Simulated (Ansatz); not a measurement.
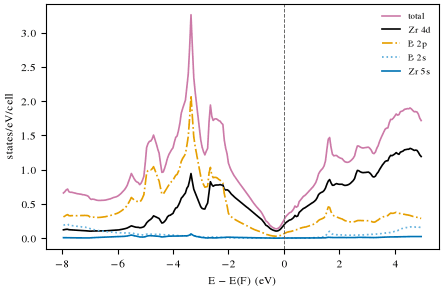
Figure: Total and projected density of states of ZrB2 in space group P6/mmm (No. 191; Zr on 1a, B on 2d), PBEsol (plane waves, PAW; program Ansatz)

Question: Which orbitals carry the states next to the Fermi level?

Answer: Within 0.5 eV of the Fermi level: Zr 4d 72 %, B 2p 25 %. Projections are on Löwdin-orthogonalised atomic valence shells; empty p or d shells of many metals are not among them.

Question: Where is the tallest occupied peak in this window, and what makes it?

Answer: Near -3.3 eV, about 3.3 states/eV per cell; the largest projected share is B 2p.

Symmetry was held in the PBEsol relaxation; of distortions, only those at the zone centre were tested. The run is not spin-polarised. Spin–orbit coupling is left out wherever it is not named.

Potentials: the later of the program's two PAW sets.
